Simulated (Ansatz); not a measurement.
# Hf2SiBr: from a guess to a relaxed structure

Aim: relax a trial structure of Hf2SiBr and see where it ends.

Program: Ansatz 0.2.0. Level of theory: DFT PBE, scalar-relativistic, plane waves, PAW. These are calculated values, not measurements.

## Step 1: The structure to begin with

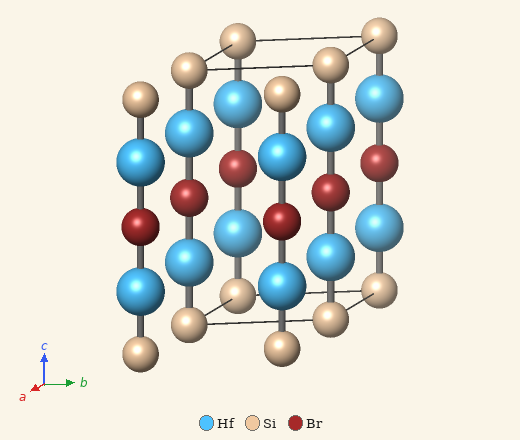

Start, viewed slightly off an axis; hafnium blue, silicon light orange, bromine red. 2×1×1 cells are drawn. Atoms on the faces are drawn again on the opposite ones.

As a file:

```cif
data_structure
_symmetry_space_group_name_H-M 'P 1'
_symmetry_Int_Tables_number 1
_cell_length_a 3.9952
_cell_length_b 3.9952
_cell_length_c 7.2390
_cell_angle_alpha 90.000
_cell_angle_beta 90.000
_cell_angle_gamma 120.000
_cell_volume 100.07
loop_
_atom_site_label
_atom_site_type_symbol
_atom_site_fract_x
_atom_site_fract_y
_atom_site_fract_z
_atom_site_occupancy
Hf1 Hf 0.00000 0.00000 0.24592 1
Hf2 Hf 0.00000 0.00000 0.75408 1
Si1 Si 0.00000 0.00000 0.00000 1
Br1 Br 0.00000 0.00000 0.50000 1
```

A structure generator made this guess: random cell by space group and Wyckoff sites (P6/mmm, No. 191). Lengths come from tabulated atomic sizes and are only a guess.

## Step 2: The guess as it stands, on a coarse mesh

input.yaml reads:

```yaml
crystal:
  lattice:
    - [3.99521889, 0.0, 0.0]
    - [-1.99760945, 3.45996106, 0.0]
    - [0.0, 0.0, 7.23897674]
  atoms:
    - { symbol: Hf, position: [0.0, 0.0, 0.24591946] }
    - { symbol: Hf, position: [0.0, 0.0, 0.75408054] }
    - { symbol: Si, position: [0.0, 0.0, 0.0] }
    - { symbol: Br, position: [0.0, 0.0, 0.5] }
basis:
  ecutwfc: 420
kpoints:
  mp_grid: { grid: [6, 6, 4] }
hamiltonian:
  xc: pbe
scf:
  occupations: { method: gaussian, width: 0.1 }
  lower_state_search: "off"
output:
  forces: true
  stress: true
  eigenvalues: true
```

Run with:

```
ansatz run input.yaml --threads 1 --pin off --max-ram 2048MiB --backend cpu --events-out ev --progress --plain --runs-dir out
```

Output (excerpt; [...] marks lines left out):

```text
[...]
SCF converged after 9 iterations
Free energy (F): -34831.579157 eV
[...]
E sigma→0 (E₀):  -34831.566129 eV
Entropy (-TS):   -0.026056 eV (-6.514 meV/atom)
Fermi energy:    10.997909 eV
[...]
--- Forces (eV/Å), atoms counted from 1 ---
  atom   1  Hf     0.00000000    -0.00000000    -7.35995483
  atom   2  Hf     0.00000000     0.00000000     7.35995483
  atom   3  Si     0.00000000    -0.00000000     0.00000000
  atom   4  Br     0.00000000    -0.00000000     0.00000000
[...]
--- Stress (GPa, compression-positive) ---
       -8.223205      -0.000000       0.000000
       -0.000000      -8.223205       0.000000
        0.000000       0.000000     291.847854
  P = ⅓ Tr σ = 91.8005 GPa (918.005 kbar)
--- Band table (eV; the first three rows and the last of 21) ---
[...]
```

Run time: 6.5 s. Hardware: 1 thread of Arm Neoverse V1, shared host; peak memory 0.38 GiB.

The probe gives pressure 91.8 GPa, largest force 7.36 eV/Å, gap on this mesh none (metal). A guess like this is first relaxed loosely on the coarse mesh.

(Part 1 of 3 ends here.)
